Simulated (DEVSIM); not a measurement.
Structure: abrupt Si p-n junction, at 300 K.

| layer (left to right) | material | thickness (μm) | Nd (cm⁻³) | Na (cm⁻³) | τn (s) | τp (s) |
|---|---|---|---|---|---|---|
| 1 | Si | 40.0 | - | 3e16 | 8.6e-7 | 8.6e-7 |
| 2 | Si | 3.20 | 2.6e14 | - | 8.6e-7 | 8.6e-7 |

Left contact: ohmic. Right contact: ohmic. Voltage is applied to the left contact. Recombination: SRH at mid-gap. Mobility is μmin + (μ − μmin)/(1 + (N/Nref)^α).

This is a model device: material constants are rounded textbook-type values typed into the input, and sizes, dopings and lifetimes were drawn at random. Values at 300 K.

```tsv
parameter	Si
gap (eV)	1.124
affinity (eV)	4.05
permittivity	11.7
Nc (cm⁻³)	2.86e19
Nv (cm⁻³)	3.1e19
μn (cm²/Vs)	1417
μp (cm²/Vs)	470
μn,min	52
μp,min	45
Nref,n	9.7e16
Nref,p	2.2e17
αn	0.68
αp	0.72
```

Simulated with DEVSIM: 1D drift-diffusion, Boltzmann statistics, complete ionisation; no tunnelling, impact ionisation, image-force lowering or self-heating.

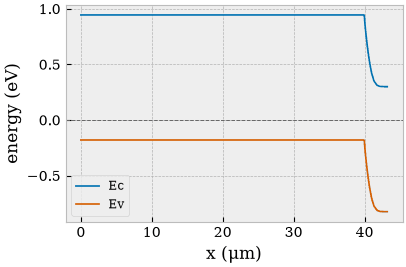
Figure: Band edges at zero bias

Energies count from the Fermi level of the right contact; mesh points crowd at the junctions.

| x (μm) | Ec (eV) | Ev (eV) | n (cm⁻³) | p (cm⁻³) | field (V/cm) |
|---|---|---|---|---|---|
| 0.000 | 0.945 | -0.179 | 3900 | 3.0e16 | ≈ 0 |
| 0.03735 | 0.945 | -0.179 | 3900 | 3.0e16 | ≈ 0 |
| 0.1393 | 0.945 | -0.179 | 3900 | 3.0e16 | ≈ 0 |
| 0.3931 | 0.945 | -0.179 | 3900 | 3.0e16 | ≈ 0 |
| 1.514 | 0.945 | -0.179 | 3900 | 3.0e16 | ≈ 0 |
| 3.904 | 0.945 | -0.179 | 3900 | 3.0e16 | ≈ 0 |
| 10.43 | 0.945 | -0.179 | 3900 | 3.0e16 | ≈ 0 |
| 29.16 | 0.945 | -0.179 | 3900 | 3.0e16 | ≈ 0 |
| 35.77 | 0.945 | -0.179 | 3900 | 3.0e16 | ≈ 0 |
| 38.43 | 0.945 | -0.179 | 3900 | 3.0e16 | ≈ 0 |
| 39.40 | 0.945 | -0.179 | 3900 | 3.0e16 | ≈ 0 |
| 39.85 | 0.944 | -0.180 | 3900 | 3.0e16 | -34 |
| 39.96 | 0.938 | -0.186 | 4900 | 2.4e16 | -2500 |
| 40.00 | 0.914 | -0.210 | 13000 | 9.2e15 | -11000 |
| 40.06 | 0.864 | -0.260 | 87000 | 1.3e15 | -7300 |
| 40.18 | 0.783 | -0.341 | 2000000 | 5.8e13 | -6100 |
| 40.51 | 0.603 | -0.521 | 2.1e9 | 5.5e10 | -4700 |
| 41.33 | 0.350 | -0.774 | 3.7e13 | 3100000 | -1500 |
| 42.68 | 0.300 | -0.824 | 2.6e14 | 450000 | -14 |
| 43.01 | 0.300 | -0.824 | 2.6e14 | 450000 | ≈ 0 |
| 43.14 | 0.300 | -0.824 | 2.6e14 | 450000 | ≈ 0 |
| 43.20 | 0.300 | -0.824 | 2.6e14 | 450000 | ≈ 0 |
